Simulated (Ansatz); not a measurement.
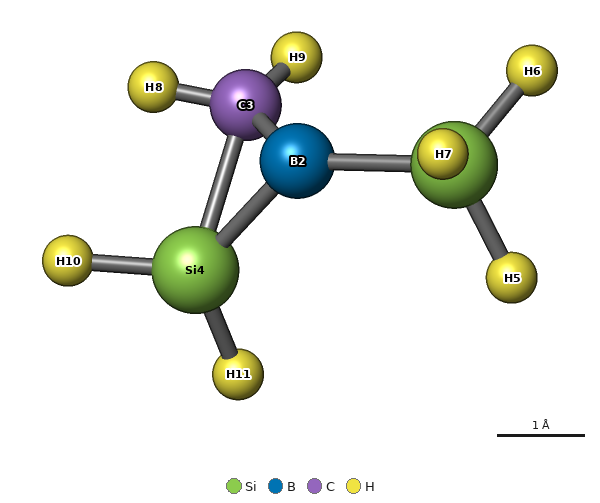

Figure 1. The input geometry of the first run (ball-and-stick view, seen at an oblique angle; atoms are numbered from 1 in the order of the input). Bond lengths as drawn: B–C 1.49 Å, B–Si 1.90 to 1.99 Å, C–H 1.09 Å, C–Si 2.03 Å and H–Si 1.48 to 1.49 Å.

**What a change does: single-point calculation on CH7BSi2**

System: CH7BSi2, SMILES [SiH3]B1C[SiH2]1.
Method of the first run: RKS B2PLYP (frozen core)/def2-TZVPP (Ansatz 0.2.0).

The geometry comes from this level: PBE0-D4/def2-TZVP. Text and figures count atoms from 1; the logs count them from 0 in places.

**Input, the first run**
```yaml
crystal:
  periodic: [false, false, false]
  atoms:
    - {symbol: Si, position_ang: [-0.981551, 1.689564, -0.443701]}
    - {symbol: B, position_ang: [0.281862, 0.287540, 0.176278]}
    - {symbol: C, position_ang: [0.231197, -0.800340, 1.186855]}
    - {symbol: Si, position_ang: [1.121471, -1.243064, -0.585675]}
    - {symbol: H, position_ang: [-1.561148, 1.320344, -1.766283]}
    - {symbol: H, position_ang: [-2.105722, 1.945297, 0.501102]}
    - {symbol: H, position_ang: [-0.234822, 2.966562, -0.624097]}
    - {symbol: H, position_ang: [1.107817, -1.266851, 1.647297]}
    - {symbol: H, position_ang: [-0.670149, -1.047634, 1.745409]}
    - {symbol: H, position_ang: [2.381557, -1.877185, -0.137248]}
    - {symbol: H, position_ang: [0.494986, -2.031234, -1.679334]}
basis:
  gaussian: {orbitals: def2-TZVPP}
hamiltonian: {xc: {name: B2PLYP}}
```

Launched with:
```bash
ansatz run in.yaml --threads 2 --pin off --events-out ev --progress --plain --max-ram 4352MiB
```

Hardware: 2 threads of Arm Neoverse V2, 23 GiB of memory available, shared host.

**Output (the first run)**
```
Functional definition: B2PLYP
  parameter a = 0.53
  parameter c = 0.27
  exchange = (1 - a)*b88_x + a*exact_x
  correlation = (1 - c)*lyp_c + c*(mp2_os + mp2_ss)
1392 factors; integrals over basis functions are off by at most 8.4e-4 eV
mean field evaluation 1: about -17563.0788 eV, gradient 4.4e1 eV
mean field evaluation 2: about -17563.2209 eV, gradient 4.4e1 eV
mean field evaluation 4: about -17568.2502 eV, gradient 3.7e0 eV
mean field evaluation 8: about -17568.3021 eV, gradient 2.4e-1 eV
mean field evaluation 16: about -17568.3023 eV, gradient 1.4e-4 eV
mean field -17568.30228359 eV, -645.6232006989 hartree, gradient 4.9e-6 eV, S^2 0.000000; 0 other end points of the search recorded, 0 dependent functions left out
12 core orbitals not correlated: weight in the atoms' cores, before any rotation towards them, 1.000 or more for the frozen orbitals, at most 0.000 for the correlated occupied ones
reference -17568.30247620 eV, -645.6232077771 hartree; 11, 11 occupied and 221, 221 virtual orbitals, 1392 factors
second order -17.61668290 eV of doubles, -0.00000000 eV of singles
Total energy: -17573.05898058 eV, -645.7980060892 hartree
```

The input of the second run differs as follows (lines with − go, lines with + come):
```diff
-  gaussian: {orbitals: def2-TZVPP}
-hamiltonian: {xc: {name: B2PLYP}}
+  gaussian: {orbitals: pcseg-2}
+hamiltonian: {xc: {name: HF}}
+output: {forces: true}
```

Predict how the results change.

The total energies belong to different models, so their difference says nothing on which is more stable or more accurate. The method changes from B2PLYP to HF. The basis functions go from 244 to 226. On the same kind of shared host the second run took about 0.46 times as long.

**Output (the second run)**
```
Functional definition: HF
  exchange = exact_x
  correlation = 0
1506 factors; their error is unknown
mean field evaluation 1: about -17531.8961 eV, gradient 3.3e1 eV
mean field evaluation 2: about -17534.7667 eV, gradient 1.7e1 eV
mean field evaluation 4: about -17535.6812 eV, gradient 4.9e-1 eV
mean field evaluation 8: about -17536.0551 eV, gradient 4.0e-1 eV
mean field -17536.05531311 eV, -644.4381463918 hartree, gradient 2.4e-5 eV, S^2 0.000000; 0 other end points of the search recorded, 0 dependent functions left out
the calculation of the forces begins
reference -17536.05531311 eV, -644.4381463918 hartree; 23, 23 occupied and 203, 203 virtual orbitals, 1506 factors
Total energy: -17536.05531311 eV, -644.4381463918 hartree
Atom 0 at    -0.981551     1.689564    -0.443701 Å, force    -0.354500     0.512028    -0.188205 eV/Å
Atom 1 at     0.281862     0.287540     0.176278 Å, force     0.273018    -0.145591     0.059506 eV/Å
Atom 2 at     0.231197    -0.800340     1.186855 Å, force    -0.063640    -0.441135     0.456712 eV/Å
Atom 3 at     1.121471    -1.243064    -0.585675 Å, force     0.093904    -0.451905    -0.021086 eV/Å
Atom 4 at    -1.561148     1.320344    -1.766283 Å, force     0.062011     0.030932     0.182759 eV/Å
Atom 5 at    -2.105722     1.945297     0.501102 Å, force     0.148049    -0.048604    -0.127280 eV/Å
Atom 6 at    -0.234822     2.966562    -0.624097 Å, force    -0.106647    -0.158634     0.033174 eV/Å
Atom 7 at     1.107817    -1.266851     1.647297 Å, force    -0.340558     0.310472    -0.127608 eV/Å
Atom 8 at    -0.670149    -1.047634     1.745409 Å, force     0.328672     0.100607    -0.225529 eV/Å
Atom 9 at     2.381557    -1.877185    -0.137248 Å, force    -0.188539     0.131096    -0.186262 eV/Å
Atom 10 at     0.494986    -2.031234    -1.679334 Å, force     0.148229     0.160735     0.143817 eV/Å
Dipole moment:     0.164796    -0.277710     0.037917 e Å
```

**The two runs side by side**

```csv
quantity,the first run,the second run
outcome,converged,converged
total energy (hartree),−645.798006,−644.438146
basis functions,244,226
dipole moment (D),–,1.56
largest force (eV/Å),–,0.651
wall time (shared host),7 s,3.2 s
```
